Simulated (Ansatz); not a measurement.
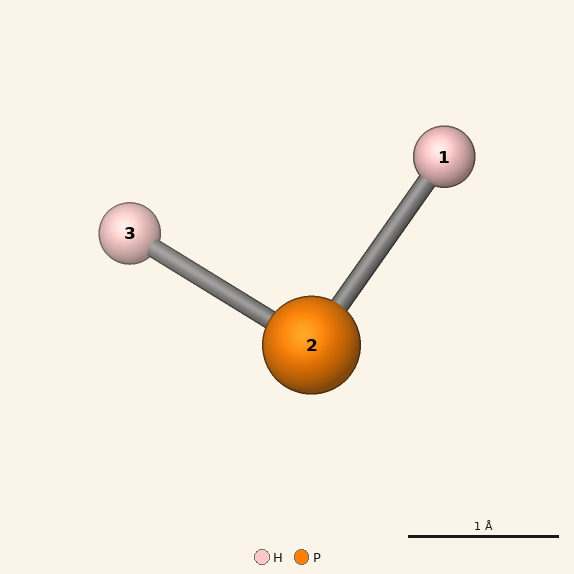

Source: calculation with Ansatz.

Orthographic view. Atoms fade into the background with distance from the viewer. State: neutral, doublet. Geometry: a fixed input geometry, not necessarily a minimum.

Give the geometry as a Z-matrix, atoms in numerical order, with these reference atoms: 2 to 1; 3 to 2, 1.

```
H  
P    1   1.547
H    2   1.547   1    91.4
```
